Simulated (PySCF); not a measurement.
# One shape, several levels: doublet [AlHCl2]+

We compute a comparison of 6 runs (U-r2SCAN/STO-6G, U-wB97X-V/STO-6G, UB2PLYP/STO-6G, UPBE/STO-6G, USVWN5/STO-6G, UCCSDT/STO-6G) of doublet [AlHCl2]+. The job is set up through a Python script.

Program for the calculation: PySCF 2.14.0.

11 further runs of the same task are left out: 11 set aside as unsound or not needed.

## (1) The molecule

[AlHCl2]+: 4 atoms, total charge +1, spin state doublet. As SMILES of the parent species, `[H][Al]([Cl])[Cl]`. Geometry: a GFN2-xTB relaxation, a rough one for these elements and not checked as a minimum. That shape belongs to the parent species and isn't relaxed for this state.

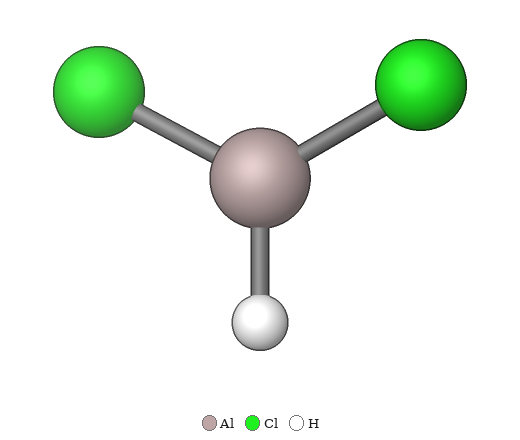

The structure, seen from a chosen angle (aluminium light grey, chlorine green, hydrogen white).

## (2) The energy at U-r2SCAN/STO-6G (run 1)

job.py

```python
from pyscf import gto, dft

system = gto.Mole()
system.atom = '''
Al      -0.047750      -0.080660      -0.000420
Cl       1.971850      -0.182600       0.014280
Cl      -1.095680       1.649890      -0.015830
H       -0.828410      -1.386630       0.001980
'''
system.verbose = 4
system.basis = 'sto-6g'
system.max_memory = 1860
system.spin = 1
system.charge = 1
system.build()

calc0 = dft.UKS(system)
calc0.xc = 'r2scan'
calc0.grids.level = 5
calc0.conv_tol = 1e-10
calc0.kernel()
if not calc0.converged:
    calc0 = calc0.newton().run(calc0.mo_coeff, calc0.mo_occ)

energy = calc0.e_tot
print('E = %.10f Eh' % energy)
```

The run is started by

```sh
$ OMP_NUM_THREADS=1 python job.py
```

Output:

```text
PySCF version 2.14.0

[... 56 lines left out ...]
WARN: HOMO -0.379439475219851 >= LUMO -0.37943947521985
[... 54 lines left out ...]
SCF not converged.
SCF energy = -1159.09757443786 after 50 cycles  <S^2> = 0.75476744  2S+1 = 2.0047618
[... 59 lines left out ...]
converged SCF energy = -1159.09757444229  <S^2> = 0.75476744  2S+1 = 2.0047618
E = -1159.0975744423 Eh
```

It took 16 s on 1 thread of Arm Neoverse V2, shared host; peak memory 0.47 GiB.

## (3) The energy at U-wB97X-V/STO-6G (run 2)

run.py

```python
from pyscf import gto, dft

mol = gto.M(
    atom='Al -0.047750 -0.080660 -0.000420; Cl 1.971850 -0.182600 0.014280; Cl -1.095680 1.649890 -0.015830; H -0.828410 -1.386630 0.001980',
    charge=1,
    max_memory=1860,
    basis='sto-6g',
    verbose=4,
    spin=1,
)

myscf = dft.UKS(mol)
myscf.xc = 'wb97x-v'
myscf.nlcgrids.level = 1
myscf.grids.level = 5
myscf.conv_tol = 1e-10
myscf.kernel()
if not myscf.converged:
    myscf = myscf.newton().run(myscf.mo_coeff, myscf.mo_occ)

etot = myscf.e_tot
print(f'total energy: {etot:.8f} hartree')
```

The run is started by

```sh
$ OMP_NUM_THREADS=1 python run.py
```

Output:

```text
PySCF version 2.14.0

[... 121 lines left out ...]
converged SCF energy = -1158.96322493941  <S^2> = 0.75849411  2S+1 = 2.0084761
total energy: -1158.96322494 hartree
```

Wall time 35 s (1 thread of Arm Neoverse V2, shared host); peak memory 0.24 GiB.

Runs 3 to 5 aren't shown in full; the table further down has their settings and results.

## (4) The energy at UCCSDT/STO-6G (run 6)

input.py

```python
from pyscf import gto, cc

mol = gto.Mole()
mol.atom = '''
Al      -0.047750      -0.080660      -0.000420
Cl       1.971850      -0.182600       0.014280
Cl      -1.095680       1.649890      -0.015830
H       -0.828410      -1.386630       0.001980
'''
mol.charge = 1
mol.verbose = 3
mol.spin = 1
mol.max_memory = 1860
mol.basis = 'sto-6g'
mol.build()

myscf = mol.UHF()
myscf.conv_tol = 1e-10
myscf.kernel()
if not myscf.converged:
    myscf = myscf.newton().run(myscf.mo_coeff, myscf.mo_occ)

mycc = cc.CCSDT(myscf, frozen=15)
mycc.kernel()
e_tot = mycc.e_tot
print('E(%s) = %.9f' % ('CCSDT', e_tot))
```

The run is started by

```sh
$ OMP_NUM_THREADS=1 python input.py
```

Output:

```text
converged SCF energy = -1157.34334289582  <S^2> = 0.79233146  2S+1 = 2.0418927
_make_eris_incore_UCCSDT

WARN: A large `blksize_v_aaa` is being used, which may cause large memory consumption
      for storing contraction intermediates. If memory is sufficient, consider using
      `pyscf.cc.uccsdt_highm.UCCSDT` instead.

WARN: A large `blksize_v_aab` is being used, which may cause large memory consumption
      for storing contraction intermediates. If memory is sufficient, consider using
      `pyscf.cc.uccsdt_highm.UCCSDT` instead.

UCCSDT converged
E(UCCSDT) = -1157.410523128573   E_corr = -0.06718023275074952
E_corr(same-spin) = -0.0154300258134335
E_corr(oppo-spin) = -0.0517502069373161
E(CCSDT) = -1157.410523129
```

Wall time 2.8 s (1 thread of Arm Neoverse V2, shared host); peak memory 0.12 GiB.

## (5) All runs side by side

```
run             level  nlc grid  frozen core orbitals   energy (Eh)  HOMO energy (eV)  LUMO energy (eV)   ⟨S²⟩  wall time
  1   U-r2SCAN/STO-6G         –                     –  -1159.097574            -13.56            -13.28  0.755       16 s
  2  U-wB97X-V/STO-6G         1                     –  -1158.963225            -16.09            -11.19  0.758       35 s
  3    UB2PLYP/STO-6G         –                    15  -1158.644144            -14.75            -11.69  0.764      8.4 s
  4       UPBE/STO-6G         –                     –  -1158.576519            -13.32            -13.13  0.752      8.7 s
  5     USVWN5/STO-6G         –                     –  -1154.942007            -13.35            -13.18  0.751      5.4 s
  6     UCCSDT/STO-6G         –                    15  -1157.410523            -15.93             -9.87  0.792      2.8 s
```

## (6) Summary of results

```
                                                         quantity           value
                                              run 6: total energy  -1157.41052 Eh
run 6: HOMO energy (Hartree–Fock orbitals) (highest over α and β)       -15.93 eV
 run 6: LUMO energy (Hartree–Fock orbitals) (lowest over α and β)        -9.87 eV
              run 6: correlation energy (15 core orbitals frozen)       -67.2 mEh
                         run 6: ⟨S²⟩ of the reference determinant           0.792
                                             run 6: T1 diagnostic           0.028
```

In words: Totals of different functionals can't be ranked against each other. In runs 1, 2, 3, 4, 5, 6 the basis is minimal, so the values are rough. All runs together took 77 s, the longest 35 s.
